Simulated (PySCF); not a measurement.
# Two runs on CH3F3Si

System: CH3F3Si, SMILES FC(F)(F)[SiH3].
Method of run A: TDDFT PBE0/6-31G*, vertical, gas phase, core orbitals frozen in the response (PySCF 2.14.0).

The geometry comes from this level: PBE0-D3(BJ)/def2-SVP. Text and figures count atoms from 1; the logs count them from 0 in places.

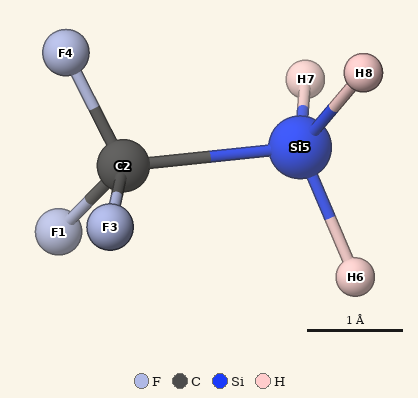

**Figure 1.** The structure as given in the input (ball-and-stick view, seen at a tilt; atoms are numbered from 1 in the order of the input). Bond lengths as drawn: C–F 1.34 Å, C–Si 1.93 Å and H–Si 1.49 Å.

The input, run A:
```
{"job": {"kind": "uv", "xc": "PBE0", "basis": "6-31G*"}, "charge": 0, "multiplicity": 1}
F      1.415657    -0.235402    -1.271938
C      0.948144    -0.126120    -0.019377
F      1.586456     0.903880     0.554095
F      1.311069    -1.236358     0.639985
Si    -0.967560     0.124068     0.006106
H     -1.267480     1.377603    -0.737399
H     -1.587033    -1.055895    -0.655486
H     -1.389816     0.226947     1.429282
```

The first line tells a small driver script what to run in PySCF; the rest is the geometry in Å.

Command:
```bash
OMP_NUM_THREADS=1 python <driver script> task.json out
```

Hardware: 1 CPU thread, shared host.

Output (run A):
```
coarse grid: 7832 points
cycle   1  E = -628.3301181445  dE =  5.356e-01  |g| = 8.287e-01  |ddm| = 2.529e+00
cycle   2  E = -628.1997853588  dE =  1.303e-01  |g| = 1.239e+00  |ddm| = 1.124e+00
cycle   3  E = -628.4481629559  dE = -2.484e-01  |g| = 1.960e-02  |ddm| = 6.824e-01
cycle   4  E = -628.4482478479  dE = -8.489e-05  |g| = 8.791e-03  |ddm| = 2.968e-02
cycle   5  E = -628.4482669284  dE = -1.908e-05  |g| = 2.466e-03  |ddm| = 1.133e-02
cycle   6  E = -628.4482682079  dE = -1.280e-06  |g| = 2.585e-04  |ddm| = 2.153e-03
final grid: 74064 points
cycle   7  E = -628.4427995152  dE = -1.493e-05  |g| = 6.266e-03  |ddm| = 1.203e-02
cycle   8  E = -628.4427932606  dE =  6.255e-06  |g| = 8.886e-03  |ddm| = 8.642e-03
cycle   9  E = -628.4428064505  dE = -1.319e-05  |g| = 1.651e-04  |ddm| = 4.820e-03
cycle  10  E = -628.4428064570  dE = -6.489e-09  |g| = 7.475e-05  |ddm| = 2.871e-04
cycle  11  E = -628.4428064584  dE = -1.384e-09  |g| = 1.694e-05  |ddm| = 9.768e-05
cycle  12  E = -628.4428064584  dE = -5.127e-11  |g| = 5.720e-06  |ddm| = 1.486e-05
converged SCF energy = -628.4428064584

Static polarisability (au): isotropic 34.042, principal 33.268 33.288 35.569

Singlet excitations
state   eV       nm        f      main configurations
  1   8.7952    141.0   0.16813   H->L 0.96
  2   9.1180    136.0   0.00031   H->L+1 0.55, H-1->L 0.38
  3   9.1185    136.0   0.00030   H->L+2 0.56, H-2->L 0.38
  4   9.4307    131.5   0.01121   H-1->L 0.56, H->L+1 0.29
  5   9.4321    131.4   0.01129   H-2->L 0.56, H->L+2 0.29
  6  10.0124    123.8   0.00000   H-2->L+1 0.39, H-1->L+2 0.39, H-1->L+1 0.11
  7  10.5522    117.5   0.00000   H-3->L 0.99
  8  10.8497    114.3   0.06532   H-1->L+1 0.29, H-2->L+2 0.27, H->L+3 0.25
  9  10.8778    114.0   0.10829   H-2->L+2 0.36, H-1->L+1 0.35
 10  10.8782    114.0   0.10807   H-2->L+1 0.36, H-1->L+2 0.35

Triplet excitations (Tamm-Dancoff, eV): 7.6628 8.4332 8.4342 8.6817
```

For run B the input was changed thus:
```diff
-"basis": "6-31G*"
+"basis": "def2-TZVP"
```

How does run B compare with run A?

The total energy of run B is 117.9 kcal/mol lower, which measures the change of basis and not a stability. The HOMO goes from −9.24 to −9.59 eV. The LUMO goes from 0.52 to 0.11 eV. The dipole moment goes from 1.73 to 2.02 D. The lowest excitation goes from 8.80 to 8.67 eV. The strongest computed line goes from 8.80 to 10.35 eV. The number of SCF iterations is the same. The basis functions go from 80 to 179.

Output (run B):
```
coarse grid: 7832 points
cycle   1  E = -628.5133714931  dE =  5.395e-01  |g| = 8.292e-01  |ddm| = 2.159e+00
cycle   2  E = -628.3811139622  dE =  1.323e-01  |g| = 1.275e+00  |ddm| = 8.342e-01
cycle   3  E = -628.6217677578  dE = -2.407e-01  |g| = 2.732e-02  |ddm| = 4.952e-01
cycle   4  E = -628.6218743726  dE = -1.066e-04  |g| = 9.410e-03  |ddm| = 2.054e-02
cycle   5  E = -628.6218859251  dE = -1.155e-05  |g| = 1.449e-03  |ddm| = 5.787e-03
cycle   6  E = -628.6218862801  dE = -3.550e-07  |g| = 5.692e-04  |ddm| = 1.447e-03
final grid: 74064 points
cycle   7  E = -628.6306899895  dE = -5.589e-05  |g| = 3.650e-03  |ddm| = 2.337e-02
cycle   8  E = -628.6306884866  dE =  1.503e-06  |g| = 4.855e-03  |ddm| = 3.855e-03
cycle   9  E = -628.6306922538  dE = -3.767e-06  |g| = 3.756e-04  |ddm| = 2.106e-03
cycle  10  E = -628.6306922699  dE = -1.615e-08  |g| = 1.631e-04  |ddm| = 3.177e-04
cycle  11  E = -628.6306922744  dE = -4.527e-09  |g| = 3.379e-05  |ddm| = 1.228e-04
cycle  12  E = -628.6306922746  dE = -1.530e-10  |g| = 1.493e-05  |ddm| = 2.293e-05
converged SCF energy = -628.6306922746

Static polarisability (au): isotropic 41.051, principal 39.969 39.988 43.197

Singlet excitations
state   eV       nm        f      main configurations
  1   8.6729    143.0   0.11222   H->L 0.95
  2   8.8324    140.4   0.00015   H->L+1 0.36, H-1->L 0.34, H->L+2 0.21
  3   8.8327    140.4   0.00015   H->L+2 0.36, H-2->L 0.33, H->L+1 0.21
  4   9.1100    136.1   0.01013   H-1->L 0.53, H->L+2 0.30, H->L+1 0.09
  5   9.1112    136.1   0.01021   H-2->L 0.53, H->L+1 0.30, H->L+2 0.09
  6   9.4824    130.8   0.00000   H-2->L+2 0.40, H-1->L+1 0.40, H-2->L+1 0.10
  7   9.8782    125.5   0.05288   H->L+3 0.78, H-1->L+2 0.08, H-2->L+1 0.08
  8  10.2056    121.5   0.04146   H-1->L+2 0.28, H-2->L+1 0.28, H-1->L+3 0.15
  9  10.2064    121.5   0.04205   H-1->L+1 0.28, H-2->L+2 0.28, H-2->L+3 0.15
 10  10.3534    119.8   0.37153   H-2->L+1 0.30, H-1->L+2 0.29, H->L+3 0.19

Triplet excitations (Tamm-Dancoff, eV): 7.6610 8.1534 8.1545 8.2633
```

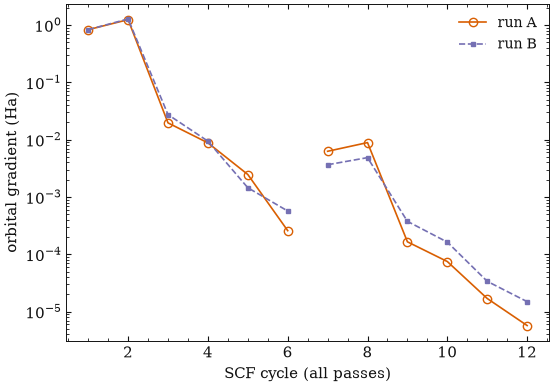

**Figure 2.** Convergence of the two runs: orbital gradient against the SCF cycle. A break in a curve parts two SCF passes (coarse and final grid). Run A takes 12 cycles in all, and run B takes 12.

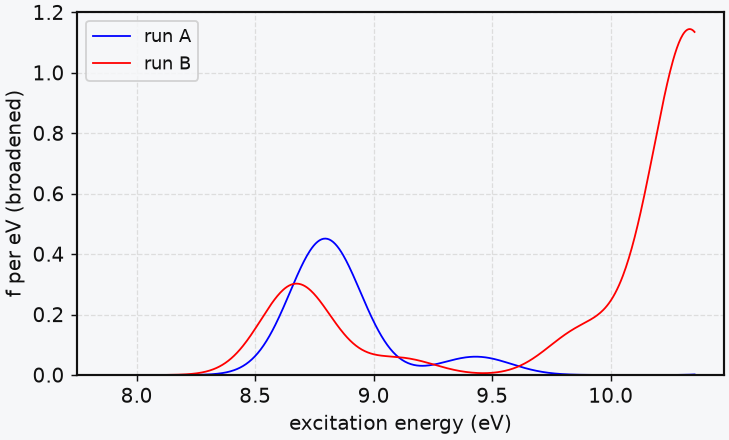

**Figure 3.** Absorption of the two runs from their computed states, each broadened by a Gaussian of 0.35 eV full width; the range ends where the shorter list of states ends.

The two runs side by side:

```csv
quantity,run A,run B
outcome,converged,converged
total energy (hartree),−628.442806,−628.630692
HOMO (eV),−9.24,−9.59
LUMO (eV),0.52,0.11
dipole moment (D),1.73,2.02
lowest excitation (eV),8.80,8.67
SCF iterations,12,12
strongest computed line (eV),8.80,10.35
basis functions,80,179
wall time (shared host),2.9 s,7.8 s
```
